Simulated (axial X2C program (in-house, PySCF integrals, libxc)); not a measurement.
**ZrH⁺: properties at the nuclei**

Wanted for ZrH⁺: properties at the nuclei, at the two-component level.

The runs use an in-house X2C program for linear molecules on PySCF integrals; two-component X2C with atomic mean-field terms, Zr dyall-cv3z, H dyall-v3z.

All values are calculated.

### Step 1. Input

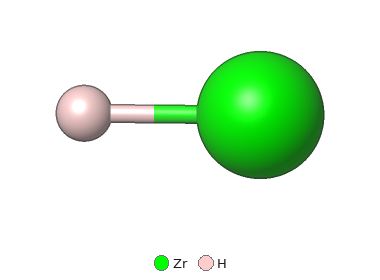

The two atoms at 1.860 Å (zirconium green, hydrogen pink).

The input, task.json:

```json
{
 "zs": [
  40,
  1
 ],
 "q": 1,
 "bas": [
  "dyall-cv3z",
  "dyall-v3z"
 ],
 "r0": 1.86,
 "levels": [
  "PBE0",
  "HF",
  "BHandHLYP",
  "LDA",
  "TPSSh"
 ],
 "nst": 3
}
```

Keys: zs atomic numbers; q charge; bas basis sets; r0 starting distance in Å; levels methods (HF also brings MP2); nst determinants followed.

Run with:

```sh
$ python soeom.py task.json out
```

The runs that follow: Expectation values, lowest determinant; Expectation values, a higher determinant; Expectation values, a higher determinant.

Q: Predict the outcome of this session. Wanted: lowest determinant; Eeff magnitude; Ws magnitude Zr; A∥/gI Zr; qzz Zr; higher determinant (for each run or level that gives them).

As calculated:

| quantity | value |
| --- | --- |
| lowest determinant | Ω = 1 (excess of +ω over −ω: ω = -1/2, ω = 3/2) |
| Eeff magnitude (GV/cm), PBE0 | 0.0119 |
| Ws magnitude Zr (kHz), PBE0 | 0.000847 |
| A∥/gI Zr (MHz), PBE0 | -1150 |
| qzz Zr (a.u.), PBE0 | -0.68 |
| higher determinant | Ω = 2 (excess of +ω over −ω: ω = 1/2, ω = 3/2) |
| Eeff magnitude (GV/cm), PBE0, higher determinant | 0.0804 |
| Ws magnitude Zr (kHz), PBE0, higher determinant | 0.00644 |
| A∥/gI Zr (MHz), PBE0, higher determinant | 506 |
| qzz Zr (a.u.), PBE0, higher determinant | -0.81 |
| higher determinant | Ω = 3 (excess of +ω over −ω: ω = 1/2, ω = 5/2) |
| Eeff magnitude (GV/cm), PBE0, higher determinant | 0.0118 |
| Ws magnitude Zr (kHz), PBE0, higher determinant | 0.00327 |
| A∥/gI Zr (MHz), PBE0, higher determinant | 701 |
| qzz Zr (a.u.), PBE0, higher determinant | -0.72 |

In words: In the first state, the effective field runs from 0.0119 to 0.324 GV/cm over the mean-field levels, so the levels don't agree on it. The expectation values come from single determinants, which for open shells can mix terms of unlike spin or miss the lowest Ω, so a determinant need not be a state. Eeff is the effective electric field on the electron dipole moment in this Ω state and Ws the scalar–pseudoscalar constant (defined with the proton number Z and per Ω); A∥ is the parallel hyperfine constant, which follows by multiplying with the nuclear g factor gI = μI/(I μN); qzz is the electric field gradient, eQq0 = 234.96 MHz × Q/barn × qzz. The operators were transformed with the bare-nucleus X2C matrices. A second determinant lies within 0.1 eV of the first, so their order is not settled at this level.
